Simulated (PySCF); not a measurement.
Consider C7H13FOSi (SMILES CC(C)(C)/C([SiH3])=C\C(=O)F).

Input

```
{"job": {"kind": "nmr", "xc": "PBE0", "basis": "pcSseg-1"}, "charge": 0, "multiplicity": 1}
C     -1.135981     1.649962     0.162310
C      0.057762     0.689022     0.188992
C      1.144200     1.286286    -0.716420
C      0.561444     0.591768     1.636907
C     -0.331295    -0.695942    -0.274983
Si    -2.171299    -1.132371    -0.540958
C      0.522782    -1.716065    -0.493206
C      1.955623    -1.821818    -0.307889
O      2.770350    -1.136185     0.218549
F      2.388493    -3.017859    -0.841419
H     -1.946755     1.299964     0.795943
H     -1.509442     1.780971    -0.850239
H     -0.823886     2.625168     0.531255
H      0.832012     1.244252    -1.758389
H      1.307849     2.327593    -0.448793
H      2.087568     0.763999    -0.610988
H     -0.209875     0.166981     2.276733
H      1.450260    -0.027109     1.699628
H      0.810013     1.584446     2.004855
H     -2.871194    -0.987796     0.736738
H     -2.247767    -2.526368    -0.976788
H     -2.758460    -0.271211    -1.565676
H      0.112845    -2.650704    -0.856083
```

Command:

```sh
OMP_NUM_THREADS=1 python probes_run.py task.json out
```

Geometry: GFN2-xTB.

All numbers below come from PBE0/pcSseg-1, SCF density, gas phase, non-relativistic (PySCF 2.14.0).

Question: Predict the electron density and electron localisation function between the atoms.

Answer: C–C (1.35 Å): ρ is about 2.2 e/Å³ halfway; the ELF peaks at about 0.90 between the atoms (localised, covalent bonding).
C–F (1.38 Å): ρ is about 2.1 e/Å³ halfway, with its minimum of 1.7 e/Å³ about 0.5 Å from C; the ELF peaks at about 0.80 between the atoms: a shared but strongly polarised pair.
C–Si (1.91 Å): ρ at the midpoint is about 0.91 e/Å³; the ELF peaks at about 0.95 between the atoms (a shared electron pair).
C–H (1.08 Å): ρ is about 2 e/Å³ halfway; the ELF climbs to about 1 towards the hydrogen, as it does in any bond to H (an ordinary covalent bond to hydrogen).

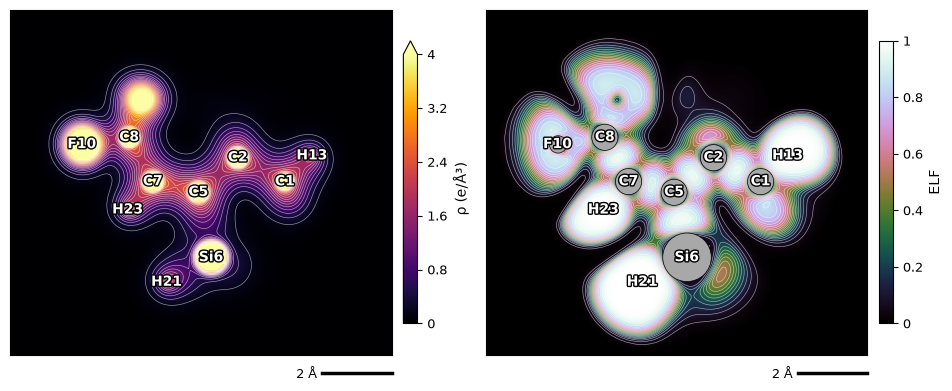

Computed electron density and electron localisation function on the plane of atoms C2, C5 and C7, in this order. Grey discs cover the atomic cores in the ELF map. 
